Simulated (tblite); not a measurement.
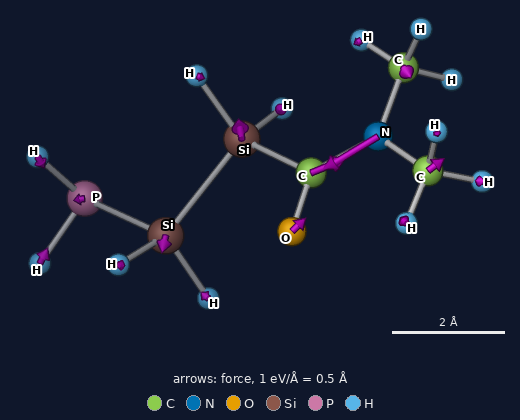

Starting geometry of C₃H₁₂NOPSi₂ with the computed forces as purple arrows. A ball-and-stick model, seen at a tilt.

These are results of tblite, GFN2-xTB geometry optimisation, gas phase, not measurements. 

Is this structure relaxed? If not, where do the atoms go?

It isn't relaxed: the largest force vector, on the N atom, is 2.36 eV/Å. The final displacements have little in common with the starting forces (cosine between the two patterns 0.11). An H atom moves most after the best rigid fit: 0.53 Å. Largest moves by element: H 0.53 Å, O 0.51 Å, Si 0.37 Å, P 0.30 Å, C 0.30 Å, N 0.14 Å. Near-neighbour distances that change, for instance: C–N 1.400 → 1.340 Å, H–P 1.416 → 1.376 Å, H–Si 1.504 → 1.473 Å, Si–Si 2.295 → 2.318 Å. Among the angles between lasting bonds that change: C–Si–Si 110.0° → 93.6°, Si–Si–H 109.7° → 120.1°, N–C–H 113.1° → 107.9°. The energy falls by 0.272 eV in 105 geometry steps. Cost: 6.9 s on 1 thread of Intel(R) Xeon(R) Processor @ 2.50GHz (shared host).
